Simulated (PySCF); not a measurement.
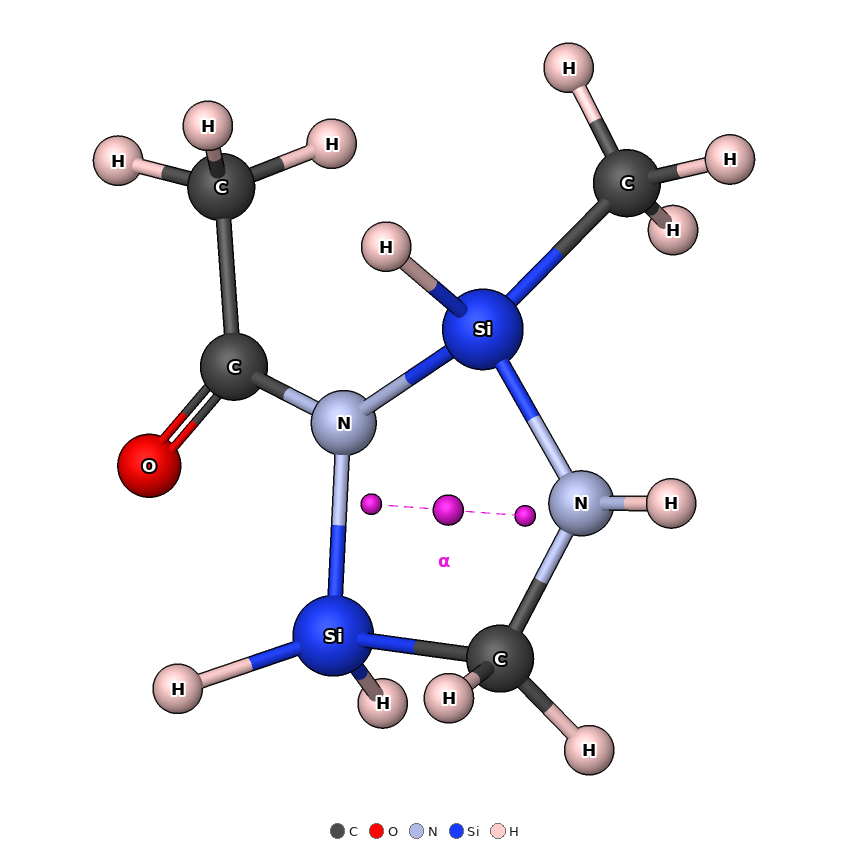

The small points mark where nucleus-independent chemical shifts (NICS) were computed: at the centre of each lettered ring and 1 Å above and below it. Computed geometry: GFN2-xTB optimisation. No frequency run is at hand to confirm it as a minimum. Level of theory: GIAO PBE0/pcSseg-1 NMR shielding, non-relativistic, gas phase (PySCF 2.14.0).

Give NICS(0), NICS(1) and the out-of-plane component NICS(1)zz for each ring (means of the two sides).

```csv
ring,members,NICS(0),NICS(1),NICS(1)zz
α,CN2Si2,−5.3,−2.3,0.1
```

Values in ppm.

> What do the values say about the ring currents?

Ring α: weak, as in a non-aromatic ring. NICS is one index among several.

The geometry is semi-empirical. Around Si such bond lengths and angles can be off by a tenth of an ångström or more and by several degrees, and values that hang on the shape move with them.
